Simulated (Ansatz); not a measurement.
The starting structures come from a database of crystals and need not be the phases stable at ambient conditions.

 Where the default PAW files enter, the runs use the earlier of Ansatz's two default sets.

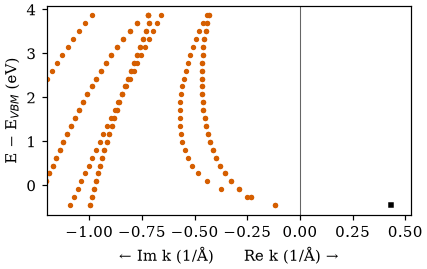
Figure. Complex bands at the centre of the two-dimensional zone; Ansatz (a program for electronic structure) with r2SCAN

No gap correction and no spin-orbit coupling; mid-gap values are interpolated between computed energies.

### Question
This is CsCaH₃ (Pm-3m, cubic perovskite, not sure to be the ambient phase, 5 atoms a cell, 19.7 Å³ an atom) along the normal of (001). Read off the slowest decay at the centre of the two-dimensional zone at 1.89 eV, the computed energy nearest the middle of the gap.

### Answer
κ ≈ 0.46 1/Å, a decay length 1/(2κ) of the density of 1.1 Å.
